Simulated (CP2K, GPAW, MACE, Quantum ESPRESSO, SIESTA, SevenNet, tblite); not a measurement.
**Other levels on generalised stacking fault on (111) (glide set) of a Ge-Sn solid solution (48 atoms)**

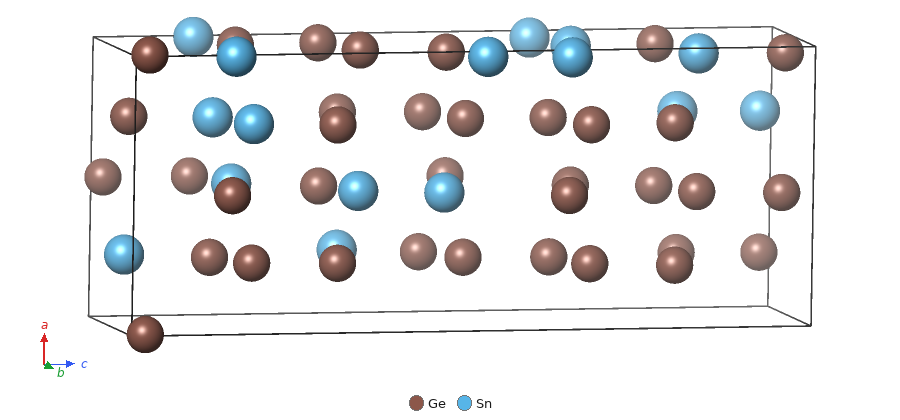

The cell (germanium brown, tin blue). Some periodic images of atoms are drawn too.

The cell holds 48 atoms: 34 Ge and 14 Sn. Its edges and angles: a = 8.334 Å, b = 7.218 Å, c = 20.518 Å, α = 90.0°, β = 89.0°, γ = 90.0°. Diamond-structure Ge lattice (a = 5.8932 Å, the value set for the mixture), cell with z along [111], 2 x 1 x 2 periods; the third cell vector is tilted by 0.083 of 1/2[1-10] and lengthened by 0.1 Å, so the cell holds one fault (glide set); displaced by a Gaussian of 0.01 Å; 14 of 48 Ge sites given to Sn at random (lattice constant by Vegard's rule between Ge and Sn). Then every atom was moved at random, 0.03 Å r.m.s. a Cartesian component.

Geometry: as built.

The reference, a calculation:

| Item | Value |
| --- | --- |
| method | Kohn-Sham DFT, PBE, SSSP efficiency 1.3.0 pseudopotentials, plane waves (Quantum ESPRESSO 7.5); sssp-pbe-1.3.0-efficiency, cutoffs 45/360 Ry, Γ point |
| r.m.s. force component | 1.199 eV/Å |
| longest force | 4.97 eV/Å |
| pressure | 8.422 GPa |
| time | 2.8 min on 4 MPI ranks of Arm Neoverse V1, shared host |
| CPU time | 11 min |

Q: Estimate the differences from the reference, the CPU time and the memory of each run.
- CP2K RPBE, PBE potentials, DZVP-MOLOPT-SR, 350/50 Ry, diagonalisation (CP2K 2026.2; 2 threads)
- GPAW PBE, LCAO dzp, h 0.2 Å (GPAW 26.7.0; 1 thread)
- GPAW LDA, LCAO dzp, h 0.2 Å (GPAW 26.7.0; 1 thread)
- MACE MP-0b2 small potential (MACE MP-0b2 small; 1 thread)
- CP2K PBE+D3(BJ), DZVP-MOLOPT-SR, 350/50 Ry, diagonalisation (CP2K 2026.2; 2 threads)
- GPAW PBE, LCAO szp(dzp), h 0.2 Å (GPAW 26.7.0; 1 thread)
- QE PBE, gbrv-1.5, 40/200 Ry (Quantum ESPRESSO 7.5; 4 MPI ranks)
- CP2K PBE, DZVP-MOLOPT (SR for Ge, Sn), 350/50 Ry, diagonalisation (CP2K 2026.2; 2 threads)
- QE PBE, sssp-1.3.0-efficiency, 45/360 Ry, rmm-davidson (Quantum ESPRESSO 7.5; 4 MPI ranks)
- tblite GFN1-xTB (tblite 0.8.0; 1 thread)

Differences are against the plane-wave reference, forces as r.m.s. over components; share is that over the reference's r.m.s. force, slope the least-squares factor from reference forces to these. Total energies of different programs have different zeros and aren't compared.

| run | Δ force, r.m.s. (meV/Å) | share (%) | slope | Δ pressure (GPa) | cores | CPU time | memory (GiB) |
| --- | --- | --- | --- | --- | --- | --- | --- |
| reference | - | - | - | - | 4 | 11 min | 3 |
| CP2K RPBE, PBE potentials, DZVP-MOLOPT-SR, 350/50 Ry, diagonalisation | 74.4 | 6.21 | 0.957 | 0.883 | 2 | 2.9 min | 1.7 |
| GPAW PBE, LCAO dzp, h 0.2 Å | 75.0 | 6.25 | 1.046 | - | 1 | 2.8 min | 1.2 |
| GPAW LDA, LCAO dzp, h 0.2 Å | 69.6 | 5.81 | 0.959 | - | 1 | 2.4 min | 1.2 |
| MACE MP-0b2 small potential | 345 | 28.8 | 0.988 | -4.06 | 1 | 7.3 s | 0.67 |
| CP2K PBE+D3(BJ), DZVP-MOLOPT-SR, 350/50 Ry, diagonalisation | 95.4 | 7.96 | 0.933 | -1.06 | 2 | 2.9 min | 1.8 |
| GPAW PBE, LCAO szp(dzp), h 0.2 Å (coarse) | 169 | 14.1 | 1.117 | - | 1 | 2.2 min | 1.1 |
| QE PBE, gbrv-1.5, 40/200 Ry | 7.31 | 0.610 | 0.995 | 0.0354 | 4 | 8.5 min | 1.6 |
| CP2K PBE, DZVP-MOLOPT (SR for Ge, Sn), 350/50 Ry, diagonalisation | 70.3 | 5.86 | 0.953 | 0.583 | 2 | 2.9 min | 1.7 |
| QE PBE, sssp-1.3.0-efficiency, 45/360 Ry, rmm-davidson | 5.22 | 0.436 | 1.000 | 0.025 | 4 | 13 min | 3.1 |
| tblite GFN1-xTB | 363 | 30.3 | 1.184 | 2.36 | 1 | 4.3 s | 0.12 |

Rows marked coarse were listed beforehand as settings not expected to be converged; some can still land near the reference.

Times of the machine-learned potentials are mostly Python's start and the loading of weights.

CPU time is summed over cores on a shared host, where runs went side by side, so it is rough. Symmetry, cutoffs, thresholds, outputs and thread counts weren't matched or tuned between programs; memory under MPI is the largest rank's times the ranks.

PBE on plane waves or a grid with other potentials, cutoffs or grids, coarse settings apart, differs from the reference by 0.61 % (QE PBE, gbrv-1.5, 40/200 Ry) of the r.m.s. force; this holds the reference's own error, so differences of a few per cent don't tell which side is nearer the exact PBE result. With the reference's own potentials and cutoffs, another solver or threshold moves forces by 0.44 % (QE PBE, sssp-1.3.0-efficiency, 45/360 Ry, rmm-davidson). The PBE runs in local orbitals, coarse settings apart, differ by 5.9 % (CP2K PBE, DZVP-MOLOPT (SR for Ge, Sn), 350/50 Ry, diagonalisation) to 6.3 % (GPAW PBE, LCAO dzp, h 0.2 Å); basis, grid and potentials can all enter. Tight binding differs by 30 % (tblite GFN1-xTB); it is another model, with fitted parameters of its own, and the xTB methods hold dispersion. Periodic xTB results under one method name differ between programs and library versions. Machine-learned potentials mimic data converged in k, so the reference's own k-point error enters their differences. The electronic-structure runs sample only Γ, in a cell whose shortest periodic width is 7 Å, which is coarse for a cell with partly filled levels.

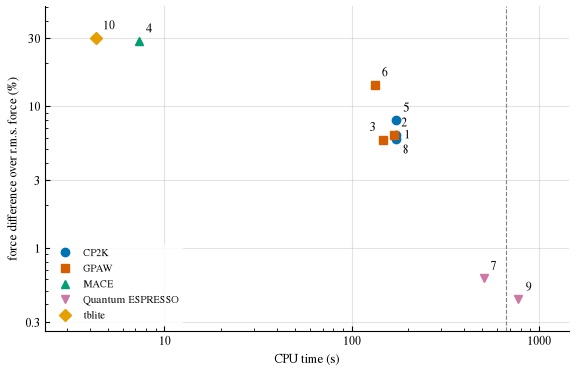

Force difference against CPU time; the dashed line marks the reference's time. Points: 1 CP2K RPBE, PBE potentials, DZVP-MOLOPT-SR, 350/50 Ry, diagonalisation; 2 GPAW PBE, LCAO dzp, h 0.2 Å; 3 GPAW LDA, LCAO dzp, h 0.2 Å; 4 MACE MP-0b2 small potential; 5 CP2K PBE+D3(BJ), DZVP-MOLOPT-SR, 350/50 Ry, diagonalisation; 6 GPAW PBE, LCAO szp(dzp), h 0.2 Å; 7 QE PBE, gbrv-1.5, 40/200 Ry; 8 CP2K PBE, DZVP-MOLOPT (SR for Ge, Sn), 350/50 Ry, diagonalisation; 9 QE PBE, sssp-1.3.0-efficiency, 45/360 Ry, rmm-davidson; 10 tblite GFN1-xTB.

[Hosts, paths, dates, database ids (printed as entryN), source tags and the programs' standing remarks are cut or masked in the printed files.]
